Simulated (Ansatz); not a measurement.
**Trajectory cell Ga48O72 of beta-gallia Ga2O3, uniform strain +0.6 %**

Wanted: trajectory, final structure and frontier levels (PBEsol and HSE06).

All numbers are computed with Ansatz 0.2.0 (PAW, plane waves).

### 1 The starting cell

120 atoms (48 Ga, 72 O); a = 12.351 Å, b = 9.197 Å, c = 11.691 Å, α = 90.00°, β = 103.72°, γ = 90.00°. All atoms were shaken off their sites by about 0.02 Å along each axis.

Plan of the steps: (2) PBEsol dynamics at the Γ point alone, on 1 × data-centre GPU with 11 threads; (3) HSE06 single point at the Γ point alone, on 1 × data-centre GPU with 11 threads.

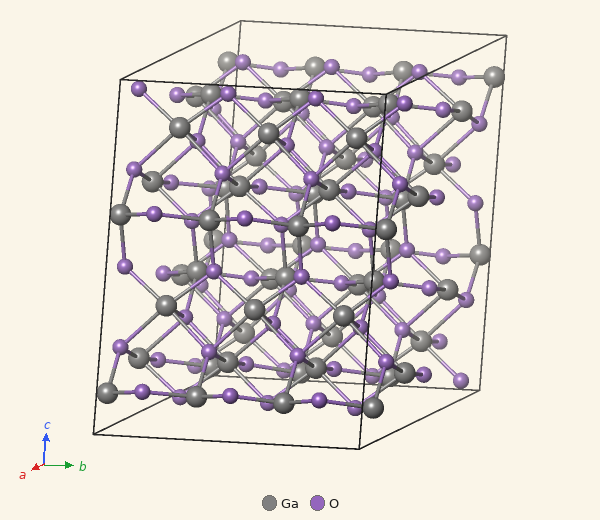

Start, viewed slightly off an axis; gallium grey, oxygen purple. Atoms on faces are repeated.

### 2 Molecular dynamics with a thermostat

in.yaml reads:

```yaml
accuracy: low
crystal:
  lattice:
    - [12.351140, 0.000000, 0.000880]
    - [0.000000, 9.196619, 0.000000]
    - [-2.773724, 0.000000, 11.356881]
  atoms:
    - { symbol: Ga, position: [0.409008, 0.165370, 0.101074] }
    - { symbol: Ga, position: [0.411175, 0.169474, 0.604786] }
    - { symbol: Ga, position: [0.409536, 0.501864, 0.096562] }
    - { symbol: Ga, position: [0.410076, 0.501562, 0.602541] }
    - { symbol: Ga, position: [0.409629, 0.837107, 0.100656] }
    - { symbol: Ga, position: [0.409481, 0.834563, 0.600145] }
    - { symbol: Ga, position: [0.159965, 0.171242, 0.153562] }
    - { symbol: Ga, position: [0.157911, 0.163739, 0.652298] }
    - { symbol: Ga, position: [0.160095, 0.502349, 0.157571] }
    - { symbol: Ga, position: [0.158396, 0.500297, 0.657474] }
    - { symbol: Ga, position: [0.158587, 0.836272, 0.157986] }
    - { symbol: Ga, position: [0.159165, 0.834698, 0.656714] }
    - { symbol: Ga, position: [0.089649, 0.002886, 0.397109] }
    - { symbol: Ga, position: [0.087548, 0.003667, 0.897854] }
    - { symbol: Ga, position: [0.088075, 0.335668, 0.394679] }
    - { symbol: Ga, position: [0.089586, 0.331382, 0.897127] }
    - { symbol: Ga, position: [0.090234, 0.667518, 0.397554] }
    - { symbol: Ga, position: [0.088561, 0.662994, 0.899052] }
    - { symbol: Ga, position: [0.907048, 0.000485, 0.100946] }
    - { symbol: Ga, position: [0.909413, 0.999217, 0.604307] }
    - { symbol: Ga, position: [0.908753, 0.335752, 0.104859] }
    - { symbol: Ga, position: [0.910613, 0.334838, 0.602367] }
    - { symbol: Ga, position: [0.912504, 0.666450, 0.101377] }
    - { symbol: Ga, position: [0.907606, 0.668305, 0.599276] }
    - { symbol: Ga, position: [0.659249, 0.000760, 0.158422] }
    - { symbol: Ga, position: [0.657056, 0.000546, 0.655692] }
    - { symbol: Ga, position: [0.659461, 0.335039, 0.161060] }
    - { symbol: Ga, position: [0.660582, 0.329559, 0.656456] }
    - { symbol: Ga, position: [0.659728, 0.667259, 0.158446] }
    - { symbol: Ga, position: [0.659975, 0.665677, 0.660227] }
    - { symbol: Ga, position: [0.339432, 0.998624, 0.339877] }
    - { symbol: Ga, position: [0.340342, 0.001914, 0.843237] }
    - { symbol: Ga, position: [0.338641, 0.334105, 0.342324] }
    - { symbol: Ga, position: [0.339943, 0.330821, 0.842275] }
    - { symbol: Ga, position: [0.340828, 0.662873, 0.339999] }
    - { symbol: Ga, position: [0.338206, 0.667830, 0.841172] }
    - { symbol: Ga, position: [0.589455, 0.164667, 0.398516] }
    - { symbol: Ga, position: [0.590060, 0.166218, 0.897619] }
    - { symbol: Ga, position: [0.590014, 0.498864, 0.395319] }
    - { symbol: Ga, position: [0.589113, 0.500758, 0.899040] }
    - { symbol: Ga, position: [0.589892, 0.830222, 0.398553] }
    - { symbol: Ga, position: [0.591709, 0.834940, 0.898218] }
    - { symbol: Ga, position: [0.841428, 0.167804, 0.343434] }
    - { symbol: Ga, position: [0.840376, 0.167010, 0.844892] }
    - { symbol: Ga, position: [0.843207, 0.500202, 0.346412] }
    - { symbol: Ga, position: [0.841730, 0.501980, 0.842722] }
    - { symbol: Ga, position: [0.839111, 0.834399, 0.341951] }
    - { symbol: Ga, position: [0.842728, 0.833241, 0.843483] }
    - { symbol: O, position: [0.335060, 0.165127, 0.444859] }
    - { symbol: O, position: [0.332886, 0.164199, 0.944991] }
    - { symbol: O, position: [0.333279, 0.497890, 0.445260] }
    - { symbol: O, position: [0.333262, 0.498399, 0.945672] }
    - { symbol: O, position: [0.335785, 0.834301, 0.444098] }
    - { symbol: O, position: [0.333480, 0.828884, 0.945196] }
    - { symbol: O, position: [0.323241, 0.163903, 0.220420] }
    - { symbol: O, position: [0.325711, 0.166226, 0.719475] }
    - { symbol: O, position: [0.329722, 0.501878, 0.222085] }
    - { symbol: O, position: [0.328498, 0.500586, 0.718783] }
    - { symbol: O, position: [0.323141, 0.834033, 0.217131] }
    - { symbol: O, position: [0.330253, 0.834377, 0.717890] }
    - { symbol: O, position: [0.005322, 0.168233, 0.374969] }
    - { symbol: O, position: [0.003760, 0.165536, 0.870140] }
    - { symbol: O, position: [0.006266, 0.498713, 0.373320] }
    - { symbol: O, position: [0.004685, 0.500547, 0.869703] }
    - { symbol: O, position: [0.004359, 0.827199, 0.371446] }
    - { symbol: O, position: [0.003520, 0.835094, 0.875843] }
    - { symbol: O, position: [0.164422, 0.998963, 0.054569] }
    - { symbol: O, position: [0.163863, 0.001812, 0.554790] }
    - { symbol: O, position: [0.166485, 0.334353, 0.055892] }
    - { symbol: O, position: [0.168130, 0.330442, 0.554407] }
    - { symbol: O, position: [0.162039, 0.664561, 0.053408] }
    - { symbol: O, position: [0.166671, 0.666159, 0.556932] }
    - { symbol: O, position: [0.835303, 0.998921, 0.445592] }
    - { symbol: O, position: [0.832426, 0.999095, 0.946002] }
    - { symbol: O, position: [0.834928, 0.333793, 0.445902] }
    - { symbol: O, position: [0.833401, 0.335872, 0.946350] }
    - { symbol: O, position: [0.835537, 0.663935, 0.444826] }
    - { symbol: O, position: [0.837111, 0.667264, 0.947602] }
    - { symbol: O, position: [0.177510, 0.001298, 0.284237] }
    - { symbol: O, position: [0.170983, 0.997225, 0.779322] }
    - { symbol: O, position: [0.174617, 0.332583, 0.283696] }
    - { symbol: O, position: [0.173557, 0.329830, 0.780936] }
    - { symbol: O, position: [0.175302, 0.669355, 0.280240] }
    - { symbol: O, position: [0.171779, 0.667592, 0.783999] }
    - { symbol: O, position: [0.825207, 0.000443, 0.216911] }
    - { symbol: O, position: [0.825235, 0.001448, 0.717802] }
    - { symbol: O, position: [0.829184, 0.335764, 0.218377] }
    - { symbol: O, position: [0.827732, 0.334608, 0.720279] }
    - { symbol: O, position: [0.827307, 0.668223, 0.220844] }
    - { symbol: O, position: [0.825934, 0.668036, 0.718816] }
    - { symbol: O, position: [0.494881, 0.001604, 0.126346] }
    - { symbol: O, position: [0.493995, 0.999373, 0.625816] }
    - { symbol: O, position: [0.497954, 0.334174, 0.128717] }
    - { symbol: O, position: [0.493423, 0.331505, 0.628073] }
    - { symbol: O, position: [0.499272, 0.665277, 0.128990] }
    - { symbol: O, position: [0.497038, 0.667445, 0.628945] }
    - { symbol: O, position: [0.502470, 0.000892, 0.371218] }
    - { symbol: O, position: [0.505396, 0.002826, 0.874640] }
    - { symbol: O, position: [0.505873, 0.333103, 0.371416] }
    - { symbol: O, position: [0.503471, 0.334522, 0.872358] }
    - { symbol: O, position: [0.501513, 0.670477, 0.371519] }
    - { symbol: O, position: [0.504753, 0.666856, 0.870926] }
    - { symbol: O, position: [0.663991, 0.168786, 0.056366] }
    - { symbol: O, position: [0.667186, 0.164526, 0.553287] }
    - { symbol: O, position: [0.665032, 0.499307, 0.054150] }
    - { symbol: O, position: [0.667901, 0.501380, 0.556714] }
    - { symbol: O, position: [0.666244, 0.828695, 0.053429] }
    - { symbol: O, position: [0.662576, 0.830670, 0.555947] }
    - { symbol: O, position: [0.671303, 0.167693, 0.282343] }
    - { symbol: O, position: [0.672859, 0.164160, 0.779312] }
    - { symbol: O, position: [0.675095, 0.500153, 0.278819] }
    - { symbol: O, position: [0.673250, 0.500000, 0.781078] }
    - { symbol: O, position: [0.673547, 0.828511, 0.281981] }
    - { symbol: O, position: [0.675663, 0.831719, 0.779183] }
    - { symbol: O, position: [0.994036, 0.168874, 0.126088] }
    - { symbol: O, position: [0.995388, 0.163471, 0.627246] }
    - { symbol: O, position: [0.994843, 0.499827, 0.128509] }
    - { symbol: O, position: [0.999072, 0.505472, 0.629297] }
    - { symbol: O, position: [0.997535, 0.835397, 0.130282] }
    - { symbol: O, position: [0.998165, 0.834888, 0.629475] }
kpoints:
  mp_grid: { grid: [1, 1, 1] }
hamiltonian:
  xc: pbesol
scf:
  occupations: { method: fermi_dirac, width: 0.1 }
md:
  ensemble: nvt_langevin
  timestep: 2.5
  n_steps: 240
  temperature: 1200
  temperature_schedule: [{ n_steps: 120, end_temperature: 1200 }, { n_steps: 120, end_temperature: 1200 }]
  friction: 0.02
  initial_velocities: maxwell_boltzmann
  seed: 1
```

The log of the run (excerpt; [...] marks lines left out):

```text
Pseudopotentials: kind: paw
Functional definition: PBEsol
[...]
Crystal: 120 atoms, lattice volume = 1290.036 Å³
Basis set: ecut = 420 eV, 25219 PW (Γ), exchange–correlation on 180×128×160 points (8 copies of the dense FFT grid, shifted against one another)
Bands: 648, of which v1, the nominal top of the filled ones, is band 528 counted from 1 (527 counted from 0)
Symmetry: 1 space group operations
k-points: 1
[...]
SCF iter   1: F=—  HF=-220099.367452 eV  |F-HF|=—  |Δ(HF+E_count)|=         —  Δρ=1.50e-2  dr2=2.18e0  ethr=1.77e-3  ⟨swp⟩=5.0  Hψ=2214  notcnv=0  defer=57
[...]
[... 5 lines of SCF cycles left out ...]
[...]
SCF iter   9: F=-220098.743823 eV  HF=-220098.743823 eV  |F-HF|=3.24e-8  |Δ(HF+E_count)|=   9.53e-8  Δρ=2.19e-6  dr2=4.79e-8  ethr=9.47e-12  ⟨swp⟩=3.0  Hψ=1708  notcnv=0
[...]
md step     0: t =     0.00 fs  T =  1190.0 K (target 1200.0 K)  F+E_penalty+E_count = -220098.74382326 eV  E_kin = 18.458328 eV  (9 SCF iters)
[...]
md step    24: t =    60.00 fs  T =   955.0 K (target 1200.0 K)  F+E_penalty+E_count = -220082.58046272 eV  E_kin = 14.813035 eV  (9 SCF iters)
[...]
md step   179: t =   447.50 fs  T =  1202.4 K (target 1200.0 K)  F+E_penalty+E_count = -220078.80709994 eV  E_kin = 18.650576 eV  (9 SCF iters)
[...]
md step   209: t =   522.50 fs  T =  1288.2 K (target 1200.0 K)  F+E_penalty+E_count = -220077.40345363 eV  E_kin = 19.981840 eV  (9 SCF iters)
[...]
md step   239: t =   597.50 fs  T =  1312.4 K (target 1200.0 K)  F+E_penalty+E_count = -220079.78493655 eV  E_kin = 20.357195 eV  (9 SCF iters)
md step   240: t =   600.00 fs  T =  1271.5 K (target 1200.0 K)  F+E_penalty+E_count = -220080.18772151 eV  E_kin = 19.723236 eV  (10 SCF iters)
SCF converged after 10 iterations
Free energy (F): -220080.187722 eV
[...]
E sigma→0 (E₀):  -220080.185468 eV
Entropy (-TS):   -0.004507 eV (-0.038 meV/atom)
Fermi energy:    8.889234 eV
[...]
--- Forces (eV/Å), atoms counted from 1 ---
  atom   1  Ga    -0.25764758    -0.00315574    -1.52331853
  atom   2  Ga     0.34200373     0.06377450    -1.16748008
[... 1 atom left out ...]
  atom   4  Ga    -3.56598383     4.43437829    -0.45885321
  atom   5  Ga     0.56483550     1.52197775     4.03148107
[... 48 atoms left out ...]
  atom  54  O     -1.02273842    -1.30202192    -3.95697496
[... 9 atoms left out ...]
  atom  64  O     -1.68619810    -4.60469644    -0.14121723
[... 19 atoms left out ...]
  atom  84  O      3.18132749     0.84605156    -2.24959095
[... 9 atoms left out ...]
  atom  94  O      2.05195069    -4.71602846     0.92677249
[... 2 atoms left out ...]
[...]
[... 18 atoms left out ...]
[...]
[... 4 atoms left out ...]
[...]
--- MD trajectory: 240 steps, t = 0.0 → 600.0 fs ---
  final state: T = 1271.5 K   F+E_penalty+E_count = -220080.18772151 eV   E_kin = 19.723236 eV
```

Wall time 8.5 min (1 × data-centre GPU with 11 threads, shared host); peak host memory 1.4 GiB.

Samples of the trajectory:

| step | time (fs) | T (K) | potential energy change (meV/atom) |
| --- | --- | --- | --- |
| 0 | 0 | 1190 | 0 |
| 15 | 38 | 851 | 104 |
| 30 | 75 | 984 | 158 |
| 45 | 112 | 1065 | 124 |
| 60 | 150 | 1157 | 136 |
| 75 | 188 | 1155 | 144 |
| 90 | 225 | 1328 | 143 |
| 105 | 262 | 1119 | 161 |
| 120 | 300 | 1310 | 156 |
| 135 | 338 | 1084 | 165 |
| 150 | 375 | 1281 | 164 |
| 165 | 412 | 1319 | 162 |
| 180 | 450 | 1222 | 166 |
| 195 | 488 | 1287 | 160 |
| 210 | 525 | 1266 | 175 |
| 225 | 562 | 1257 | 154 |
| 240 | 600 | 1272 | 155 |

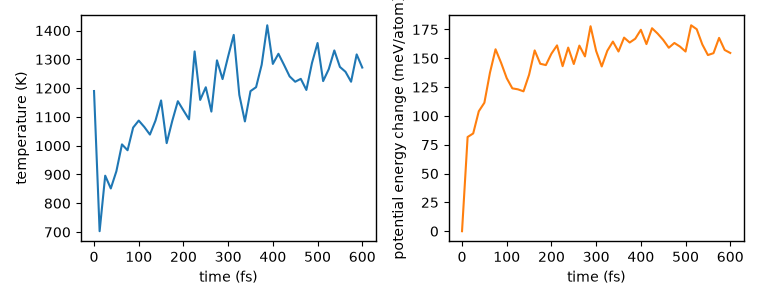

Temperature and potential energy against time.

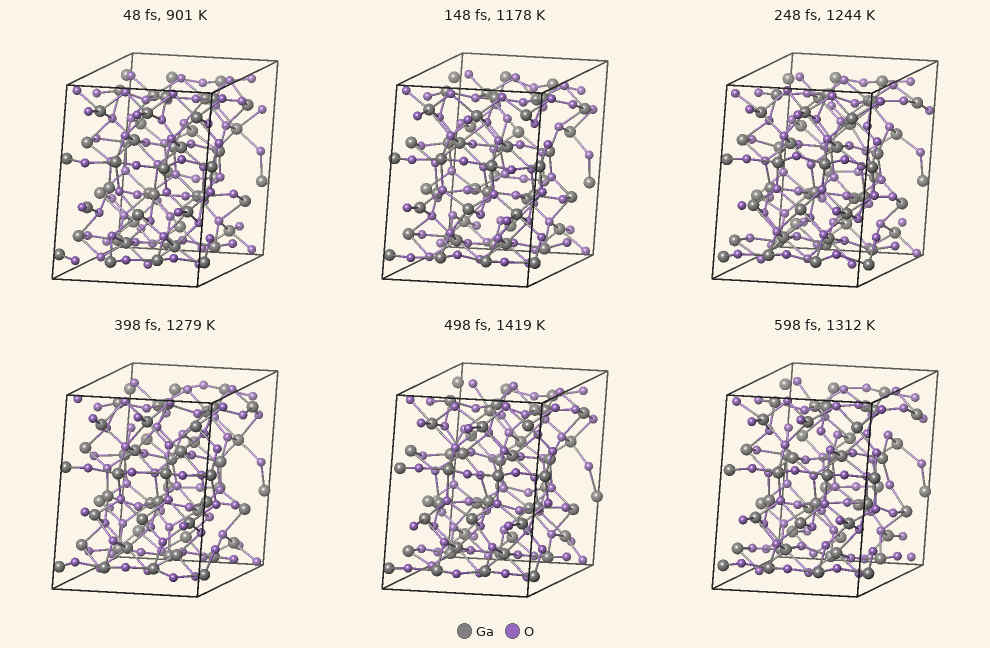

Frames of the run.

Median shift from start to end (nearest image): Ga 0.22 Å, O 0.22 Å.

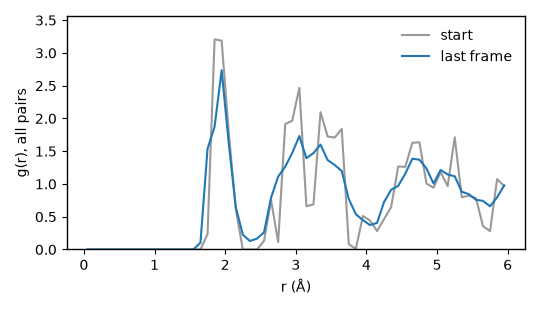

Pair distribution of the start and of the last frame.

[end of part 1 of 2]
